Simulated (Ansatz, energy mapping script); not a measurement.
# LuNiO2 in the infinite layer structure: J from the energies of magnetic orders

Wanted: the magnetic order of LuNiO2 in the infinite layer structure, its couplings and an estimate of its ordering temperature, by PBEsol+U (1.5 eV).

Program: Ansatz 0.2.0. Level of theory: PBEsol with U = 1.5 eV on Ni d, ortho-atomic projectors; plane waves, U on orthogonalised atomic orbitals unless named otherwise, collinear spin, no spin–orbit coupling. Results are calculated unless marked as measured.

**1. Starting point**

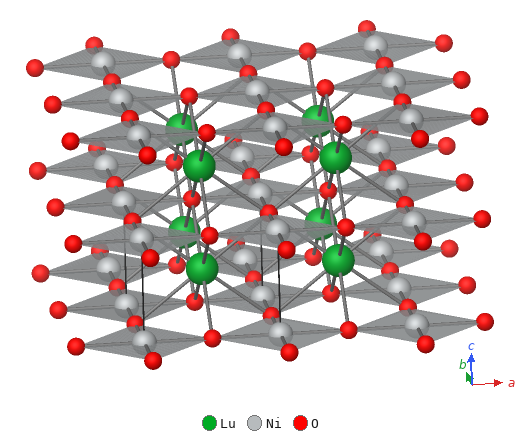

Start, viewed slightly off an axis; lutetium green, nickel light grey, oxygen red. 2×2×2 cells are drawn. Some periodic images of atoms are drawn too.

This cell was built for the study (infinite layer prototype, lattice guessed from radii), not taken from an experiment; the compound need not form in this structure.

The cell was relaxed beforehand in Ansatz under PBEsol with U = 6 eV on Ni d, ortho-atomic projectors, from parallel moments.

The U corrects the self-interaction that lets semilocal functionals spread d and f electrons too far. Its value here is typed, not computed.

**2. Which atoms carry moments**

One run in the crystal's own cell, under PBEsol with U = 4.8 eV on Ni d, ortho-atomic projectors, shows which elements keep a moment. Transition or f elements with 0.3 μB or more enter the spin model; moments induced on other atoms do not.

Contents of input.yaml:

```yaml
crystal:
  lattice:
    - [3.847404254, 0.0, 0.0]
    - [0.0, 3.847404254, 0.0]
    - [0.0, 0.0, 2.987573789]
  atoms:
    - { symbol: Lu, position: [0.5, 0.5, 0.5] }
    - { symbol: Ni, position: [0.0, 0.0, 0.0], spin: 2.0 }
    - { symbol: O, position: [0.5, 0.0, 0.0] }
    - { symbol: O, position: [0.0, 0.5, 0.0] }
magnetization:
  spin_polarized: true
kpoints:
  mp_grid: { grid: [7, 7, 9] }
hamiltonian:
  xc: pbesol
  hubbard:
    sites: [{ species: Ni, l: d, u_eff: 4.8 }]
    projectors: ortho-atomic
scf:
  occupations: { method: fermi_dirac, width: 0.05 }
output:
  eigenvalues: true
```

Run with:

```bash
$ ansatz run input.yaml --threads 4 --pin off --max-ram 8192MiB --backend cpu --events-out ev --progress --plain --runs-dir out
```

Numbers of over 12 decimals in the logs are rounded to 6 here.

What it wrote:

```text
Engine: ansatz 0.2.0, aarch64-unknown-linux-gnu
Pseudopotentials: kind: paw
Pseudopotential: Lu, paw, valence charge 25, recommended cutoff 420 eV (normal), Lu.paw.azcp
Pseudopotential: Ni, paw, valence charge 18, recommended cutoff 420 eV (normal), Ni.paw.azcp
Pseudopotential: O, paw, valence charge 6, recommended cutoff 420 eV (normal), O.paw.azcp
Functional definition: PBEsol
  exchange = pbesol_x
  correlation = pbesol_c
Crystal: 4 atoms, lattice volume = 44.224 Å³
Basis set: ecut = 420 eV, 865 PW (Γ)
Bands: 35, of which v1, the nominal top of the filled ones, is band 28 counted from 1 (27 counted from 0)
Symmetry: 16 space group operations
Space group: P4/mmm (ITA 123), of the structure as read, at distance tolerance 3.5e-5 Å
Magnetic group: BNS 123.339 (UNI 999), of the structure as read, at distance tolerance 3.5e-5 Å
k-points: 50 of 441
Non-local potential: Lu, projectors of the file, l = 0: 3, l = 1: 2, l = 2: 2, l = 3: 3
Non-local potential: Ni, projectors of the file, l = 0: 3, l = 1: 2, l = 2: 3, l = 3: 1
Non-local potential: O, projectors of the file, l = 0: 2, l = 1: 2, l = 2: 1
PAW form: soft (Blöchl's): semilocal exchange-correlation on the pseudo side does not see the compensation charge
PAW frozen core: Lu, regenerated for the run's functional, and the local potential with it (the file was generated under x = pbe(κ = 0.804, μ = 0.219515), c = pbe(β = 0.066725))
PAW frozen core: Ni, regenerated for the run's functional, and the local potential with it (the file was generated under x = pbe(κ = 0.804, μ = 0.219515), c = pbe(β = 0.066725))
PAW frozen core: O, regenerated for the run's functional, and the local potential with it (the file was generated under x = pbe(κ = 0.804, μ = 0.219515), c = pbe(β = 0.066725))
PAW one-centre angular grid: Lu, 590 points (default); XC on 64 Gauss nodes
PAW one-centre angular grid: Ni, 590 points (default); XC on 64 Gauss nodes
PAW one-centre angular grid: O, 110 points (default); XC on 64 Gauss nodes
Initial density: superposition of atomic densities (chi_scale 0.1, normalization cell, long waves kept (reshape's long-wave potential 0.00 eV rms))
Starting moments: Σ|m| = 2 μB on 1 of 4 sites
Initial wavefunctions: pseudopotential atomic-orbital guess
Functional: x = pbesol(κ = 0.804, μ = 0.123457), c = pbesol(β = 0.046)
SCF iter   1: F=—  HF=-21541.011735 eV  |F-HF|=—  |Δ(HF+E_count)|=         —  Δρ=1.94e-1 (↑7.31e-2 ↓1.94e-1)  dr2=1.67e1  dr2_m=3.93e0  M=0.497 μB ∫|m|=0.634 μB  β_m=0.30  ethr=3.10e-3  ⟨swp⟩=5.8  Hψ=16246  notcnv=0
preconditioner: auto → Kerker (q_TF=auto, 2.829 Å⁻¹)  [metal: Δε(μ)=0.023 eV  Ē_g=14.843 eV  σ=0.050 eV  W_gap=0.11  n_scr=18 (ndim 8)  ℏωp=37.5 eV  f_vac=0.000  D(μ)=0.91/eV (n_scr^D=4)]
[...]
SCF iter   8: F=—  HF=-21539.728188 eV  |F-HF|=—  |Δ(HF+E_count)|=   3.07e-2  Δρ=2.80e-3 (↑1.80e-3 ↓2.80e-3)  dr2=1.61e-3  dr2_m=1.56e-3  M=0.882 μB ∫|m|=1.007 μB  β_m=0.65  ethr=1.02e-5  ⟨swp⟩=2.1  Hψ=6773  notcnv=0  defer=146
SCF iter   9: F=—  HF=-21539.770067 eV  |F-HF|=—  |Δ(HF+E_count)|=   4.19e-2  Δρ=4.68e-3 (↑4.68e-3 ↓2.34e-3)  dr2=1.08e-2  dr2_m=9.13e-4  M=0.873 μB ∫|m|=0.971 μB  β_m=0.53  ethr=2.93e-6  ⟨swp⟩=3.0  Hψ=8843  notcnv=0  defer=146
[...]
SCF 1 converged in 21 iterations: F = -21539.766613 eV  dr2 = 9.53e-9
[...]
Symmetry: 1 space group operations
k-points: 221 of 441 (time reversal used)
[...]
spin=Collinear: Kerker preconditioning applied to the charge; magnetization (m = ρ↑ − ρ↓) channel mixes plain (no charge-response kernel on spin).
[...]
SCF 2 converged in 15 iterations: F = -21539.766613 eV  dr2 = 3.92e-8
an SCF from ferromagnetic starting moments (0.00, 2.00, 0.00, 0.00 Bohr magnetons, atom by atom) closed no lower than the state that the run had reached (+0.00 meV in free energy), which stands; the SCF set out from the atoms and, under a Hubbard term, can stand on another filling of the shells than the run's state, so that by this SCF it is not known whether that order lies lower
SCF converged after 21 iterations
Magnetization: 0.8776 μB (27.9388 up, 27.0612 down)
Absolute magnetization: 0.9562 μB (∫|ρ↑−ρ↓|, with the PAW one-centre terms)
Spin contamination: 0.0211 ħ² per cell (⟨S²⟩ above its minimum at these occupations)
Per-site moments (μB) at R_I (Å): [(-0.00369733, 1.004675), (0.823249, 0.793527), (0.020791, 0.793527), (0.020791, 0.793527)]
Free energy (F): -21539.766613 eV
Harris-Foulkes:  -21539.766613 eV  (|F-HF|=1.48e-9)
Internal energy: -21539.760485 eV  (E = F + TS)
E sigma→0 (E₀):  -21539.763549 eV
Entropy (-TS):   -0.006128 eV (-1.532 meV/atom)
Fermi energy:    17.194486 eV
--- Per-component energies (eV) ---
  E_band       = -166.376915
  E_kinetic    = 1053.000301
  E_local      = -10229.879992  (includes V_loc(G=0)·N_el)
  E_nonlocal   = 1328.382358
  E_hartree    = 4256.159443
  E_xc         = -446.888650
  E_vxc        = -554.253618  (∫ρ·V_xc dr)
  E_hubbard    = 1.247786  (on-site DFT+U / exact-exchange correction)
  E_vhub       = -18.540567  (the Hubbard potential's part of the band-sum identity)
  E_paw        = -9162.411083  (= ΣΔE_a)
  E_vpaw       = -257.410880  (= ΣTr[D̂ρ^β])
  E_aug_tail   = 0.005364  (compensation charges beyond the density's cutoff)
  E_ewald      = -8340.836043
  E_core_change = 1.460032  (= ΣΔE_core)
  E_smearing   = -0.006128  (= −TS)
  E_closure    = 0.000000  (closes the sum)
  Σ components = -21539.766613   (vs F -21539.766613, Δ=0.00e0)
--- Band table (eV; the first three rows and the last of 100) ---
  k-point 0 ↑: bands = [... 24 lower, 13.5975, 13.8179, 13.8179, 13.9715, 16.2155, 18.0915, 20.5068, 20.6844, ... 3 higher]
  k-point 1 ↑: bands = [... 24 lower, 13.6556, 13.7073, 13.7865, 13.7865, 16.7647, 18.4708, 20.7279, 21.0088, ... 3 higher]
  k-point 2 ↑: bands = [... 24 lower, 13.6602, 13.6602, 13.6631, 14.1375, 18.2039, 19.4692, 20.8450, 22.0996, ... 3 higher]
  k-point 49 ↓: bands = [... 24 lower, 15.3938, 15.4560, 15.9723, 17.0197, 20.3652, 20.4801, 21.6042, 21.8635, ... 3 higher]
Occupation matrices written to <dir>
```

Elapsed: 35 s, on 4 threads of Arm Neoverse V2, shared host; peak memory 0.95 GiB; 2.2 min of CPU time.

Spin moment in the sphere by atom:

```csv
atom,spin moment in the sphere (μB)
Lu1,-0.004
Ni2,0.823
O3,0.021
O4,0.021
```

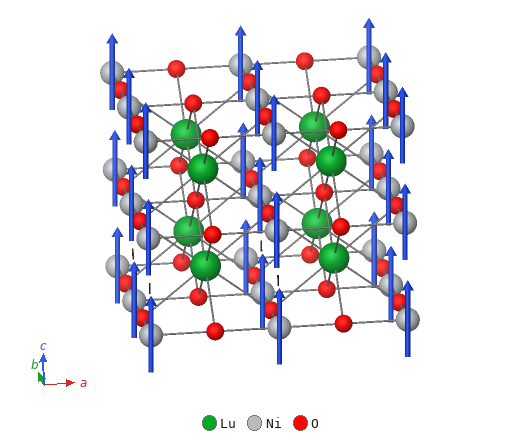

Spin moment in the sphere as arrows, the longest 0.823 μB. Up and down stand for the sign. Arrows give size and sign along the axis of quantisation, drawn up and down the page. 2×2×2 cells are drawn. Some periodic images of atoms are drawn too.

The run ends ferromagnetic; Ni carries the moments.

**3. Seed run in the crystal's own cell**

A corrected shell can settle in several orbital fillings. One parallel run, with an occupation width a fifth wider than the orders use, therefore is to supply the occupation matrices. All orders start from them.

input.yaml, the sections that differ from step 2:

```yaml
kpoints:
  mp_grid: { grid: [8, 8, 11] }
hamiltonian:
  xc: pbesol
  hubbard:
    sites: [{ species: Ni, l: d, u_eff: 1.5 }]
    projectors: ortho-atomic
scf:
  occupations: { method: fermi_dirac, width: 0.06 }
# crystal, magnetization, output: as in step 2
```

What it wrote:

```text
[...]
Crystal: 4 atoms, lattice volume = 44.224 Å³
Basis set: ecut = 420 eV, 865 PW (Γ)
Bands: 35, of which v1, the nominal top of the filled ones, is band 28 counted from 1 (27 counted from 0)
Symmetry: 16 space group operations
[...]
k-points: 90 of 704
[...]
Starting moments: Σ|m| = 2 μB on 1 of 4 sites
[...]
SCF iter   1: F=—  HF=-21542.747606 eV  |F-HF|=—  |Δ(HF+E_count)|=         —  Δρ=1.89e-1 (↑7.64e-2 ↓1.89e-1)  dr2=1.48e1  dr2_m=4.16e0  M=0.454 μB ∫|m|=0.588 μB  β_m=0.30  ethr=3.10e-3  ⟨swp⟩=5.5  Hψ=29055  notcnv=0  defer=1
[...]
SCF iter  21: F=-21540.733997 eV  HF=-21540.733997 eV  |F-HF|=1.65e-8  |Δ(HF+E_count)|=   6.64e-9  Δρ=5.03e-6 (↑5.03e-6 ↓3.09e-6)  dr2=2.31e-8  dr2_m=1.62e-9  M=0.853 μB ∫|m|=0.933 μB  ethr=1.82e-10  ⟨swp⟩=12.3  Hψ=30702  notcnv=0
SCF 1 converged in 21 iterations: F = -21540.733997 eV  dr2 = 2.31e-8
[...]
Symmetry: 1 space group operations
k-points: 354 of 704 (time reversal used)
[...]
SCF 2 converged in 16 iterations: F = -21540.733997 eV  dr2 = 1.23e-8
[...]
SCF converged after 21 iterations
Magnetization: 0.8532 μB (27.9266 up, 27.0734 down)
Absolute magnetization: 0.9326 μB (∫|ρ↑−ρ↓|, with the PAW one-centre terms)
[...]
Per-site moments (μB) at R_I (Å): [(-0.005877, 1.004675), (0.760509, 0.793527), (0.042822, 0.793527), (0.042822, 0.793527)]
Free energy (F): -21540.733997 eV
[...]
Internal energy: -21540.727486 eV  (E = F + TS)
E sigma→0 (E₀):  -21540.730742 eV
Entropy (-TS):   -0.006511 eV (-1.628 meV/atom)
Fermi energy:    17.421452 eV
[...]
--- Band table (eV; the first three rows and the last of 180) ---
  k-point 0 ↑: bands = [... 24 lower, 13.9460, 14.5812, 14.8692, 14.8692, 16.3763, 18.1721, 20.5865, 20.8089, ... 3 higher]
  k-point 1 ↑: bands = [... 24 lower, 14.0289, 14.5977, 14.8314, 14.8314, 16.7330, 18.4022, 20.8353, 20.9282, ... 3 higher]
  k-point 2 ↑: bands = [... 24 lower, 14.5959, 14.6165, 14.7253, 14.7253, 17.7259, 19.0394, 20.9097, 21.7450, ... 3 higher]
  k-point 89 ↓: bands = [... 24 lower, 16.2394, 16.2515, 16.2515, 17.1396, 20.2925, 20.2925, 20.4585, 21.8243, ... 3 higher]
Occupation matrices written to <dir>
```

Run time: 65 s. Hardware: 4 threads; peak memory 1.3 GiB.

Numbers from this step:

* final state: ferromagnetic
* electrons in the corrected shells: 8.725 e
* largest moment: 0.761 μB

**4. Order 1: parallel, cell A of 8 atoms**

Each cell gets its own parallel run on the same mesh, so that most of the mesh error cancels in the differences.

Contents of input.yaml:

```yaml
crystal:
  lattice:
    - [3.847404254, 0.0, 0.0]
    - [0.0, 3.847404254, 2.987573789]
    - [0.0, -3.847404254, 2.987573789]
  atoms:
    - { symbol: Lu, position: [0.5, 0.5, 0.0] }
    - { symbol: Lu, position: [0.5, 0.0, 0.5] }
    - { symbol: Ni, position: [0.0, 0.0, 0.0], spin: 2.0 }
    - { symbol: Ni, position: [0.0, 0.5, 0.5], spin: 2.0 }
    - { symbol: O, position: [0.5, 0.0, 0.0] }
    - { symbol: O, position: [0.5, 0.5, 0.5] }
    - { symbol: O, position: [0.0, 0.25, 0.75] }
    - { symbol: O, position: [0.0, 0.75, 0.25] }
magnetization:
  spin_polarized: true
kpoints:
  mp_grid: { grid: [8, 7, 7] }
hamiltonian:
  xc: pbesol
  hubbard:
    sites:
      - { species: Ni, l: d, u_eff: 1.5 }
      - { site: 2, l: d, u_eff: 1.5, starting_ns: [{ spin: up, occupation_matrix: ni2_major }, { spin: down, occupation_matrix: ni2_minor }] }
      - { site: 3, l: d, u_eff: 1.5, starting_ns: [{ spin: up, occupation_matrix: ni2_major }, { spin: down, occupation_matrix: ni2_minor }] }
    projectors: ortho-atomic
    occupation_matrices:
      ni2_major:
        matrix:
          - [0.896, 0.0, 0.0, 0.0, 0.0]
          - [0.0, 0.973, 0.0, 0.0, 0.0]
          - [0.0, 0.0, 0.973, 0.0, 0.0]
          - [0.0, 0.0, 0.0, 0.911, 0.0]
          - [0.0, 0.0, 0.0, 0.0, 0.98]
      ni2_minor:
        matrix:
          - [0.85, 0.0, 0.0, 0.0, 0.0]
          - [0.0, 0.965, 0.0, 0.0, 0.0]
          - [0.0, 0.0, 0.965, 0.0, 0.0]
          - [0.0, 0.0, 0.0, 0.236, 0.0]
          - [0.0, 0.0, 0.0, 0.0, 0.975]
scf:
  occupations: { method: fermi_dirac, width: 0.05 }
output:
  eigenvalues: true
  write_density: true
  write_potential: true
  elf: true
  volumetric_format: npy
```

What it wrote:

```text
[...]
Crystal: 8 atoms, lattice volume = 88.447 Å³
Basis set: ecut = 420 eV, 1729 PW (Γ)
Bands: 69, of which v1, the nominal top of the filled ones, is band 55 counted from 1 (54 counted from 0)
Symmetry: 16 space group operations
[...]
k-points: 80 of 392
[...]
Starting moments: Σ|m| = 4 μB on 2 of 8 sites
[...]
SCF iter   1: F=—  HF=-43086.159181 eV  |F-HF|=—  |Δ(HF+E_count)|=         —  Δρ=1.80e-1 (↑7.38e-2 ↓1.80e-1)  dr2=2.79e1  dr2_m=7.24e0  M=1.138 μB ∫|m|=1.246 μB  β_m=0.30  ethr=3.10e-3  ⟨swp⟩=5.4  Hψ=47690  notcnv=0  defer=25
[...]
SCF iter  17: F=-43081.462501 eV  HF=-43081.462501 eV  |F-HF|=1.58e-8  |Δ(HF+E_count)|=   3.93e-9  Δρ=1.16e-6 (↑1.16e-6 ↓8.36e-7)  dr2=1.43e-9  dr2_m=5.23e-10  M=1.699 μB ∫|m|=1.830 μB  ethr=4.74e-11  ⟨swp⟩=2.2  Hψ=36325  notcnv=0
SCF 1 converged in 17 iterations: F = -43081.462501 eV  dr2 = 1.43e-9
[...]
SCF converged after 17 iterations
Magnetization: 1.6988 μB (55.8494 up, 54.1506 down)
Absolute magnetization: 1.8290 μB (∫|ρ↑−ρ↓|, with the PAW one-centre terms)
[...]
Per-site moments (μB) at R_I (Å): [(-0.0016908, 1.004675), (-0.0016908, 1.004675), (0.750022, 0.793527), (0.750022, 0.793527), (0.041250, 0.793527), (0.041250, 0.793527), (0.040038, 0.793527), (0.040038, 0.793527)]
Free energy (F): -43081.462501 eV
[...]
Internal energy: -43081.450608 eV  (E = F + TS)
E sigma→0 (E₀):  -43081.456555 eV
Entropy (-TS):   -0.011893 eV (-1.487 meV/atom)
Fermi energy:    17.446577 eV
[...]
--- Specified on-site occupations, and those of the state reported ---
  electrons in the specified blocks: 17.4480 specified, 17.4500 found
  site 2 (l=d) ↑: largest change of an orbital's occupation 0.0063; electrons 4.7330 specified, 4.7292 found; spectral distance 0.0065
[...]
site 3 (l=d) ↓: largest change of an orbital's occupation 0.0043; electrons 3.9910 specified, 3.9958 found; spectral distance 0.0043
[...]
--- Band table (eV; the first three rows and the last of 160) ---
  k-point 0 ↑: bands = [... 51 lower, 14.8622, 15.3028, 15.3594, 15.5380, 16.3703, 16.6441, 18.1660, 20.0071, ... 10 higher]
  k-point 1 ↑: bands = [... 51 lower, 14.9412, 15.2705, 15.3257, 15.4899, 16.4666, 16.6744, 18.4410, 20.2387, ... 10 higher]
  k-point 2 ↑: bands = [... 51 lower, 15.1479, 15.1723, 15.1969, 15.3790, 16.1061, 17.4803, 19.1377, 20.4618, ... 10 higher]
  k-point 79 ↓: bands = [... 51 lower, 16.3912, 16.4408, 16.6240, 18.6352, 19.1969, 19.4554, 20.2941, 21.0671, ... 10 higher]
Occupation matrices written to <dir>
```

Elapsed: 29 s, on 4 threads; peak memory 1.1 GiB; 1.9 min of CPU time.

Spin moment in the sphere by atom:

```csv
atom,spin moment in the sphere (μB)
Lu1,-0.002
Lu2,-0.002
Ni3,0.750
Ni4,0.750
O5,0.041
O6,0.041
O7,0.040
O8,0.040
```

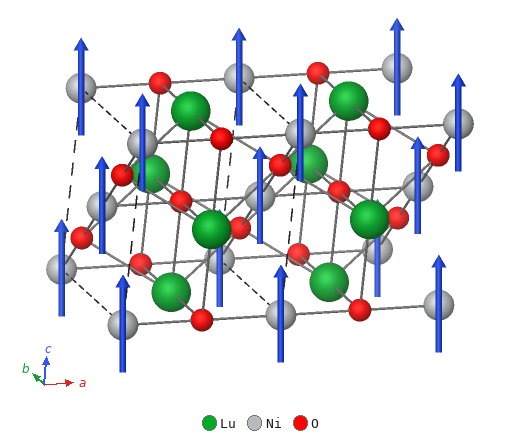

Spin moment in the sphere as arrows, the longest 0.750 μB. Up and down stand for the sign. Arrows give size and sign along the axis of quantisation, drawn up and down the page. 2×1×1 cells are drawn. Some periodic images of atoms are drawn too.

The run ends ferromagnetic.

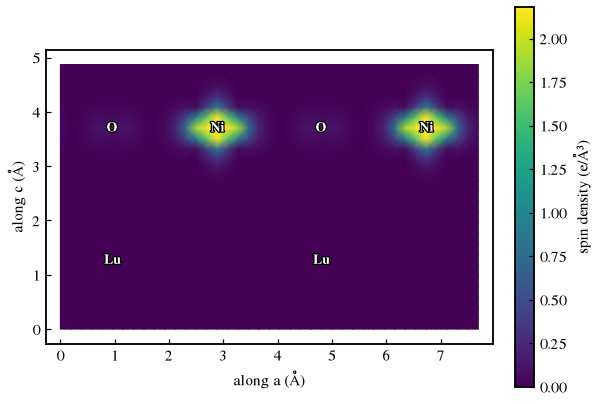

Spin density in the ac plane at fractional y = 0.000, with atoms of Lu and Ni and O within 0.2 Å of it. The map starts off the cell's origin, so that atoms lie inside it.

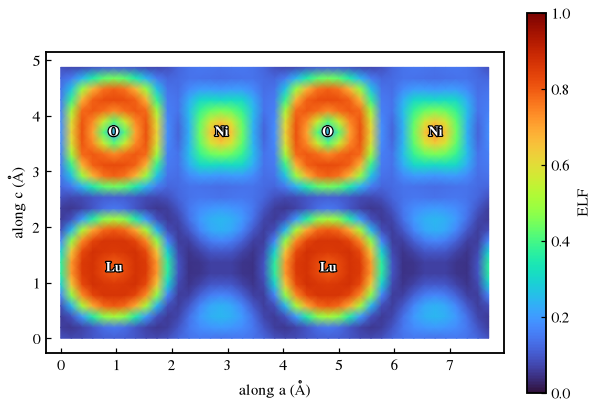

ELF in the ac plane at fractional y = 0.000, with atoms of Lu and Ni and O within 0.2 Å of it. It is the smooth field of the valence electrons, not physical close to the nuclei. The map starts off the cell's origin, so that atoms lie inside it.

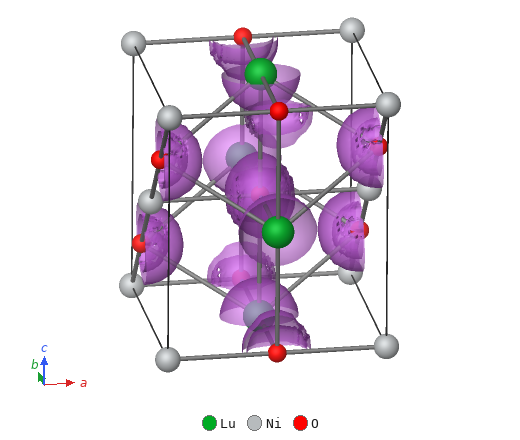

Surface of ELF = 0.8.

[end of part 1 of 3]

[Logs and program files are shortened in this print: banners, set-up blocks, solver, clock and traceback lines can be left out without a mark of their own.]

[Logs are printed without paths, hosts, clocks, repeated set-up lines and the standing remarks that a program may print on its own settings, such as how far it seeks lower states.]

[Hosts, paths, dates, database ids (printed as entryN), source tags and the programs' standing remarks are cut or masked in the printed files.]

[Where a cell is said to come from a database of computed structures, the database is the Materials Project.]
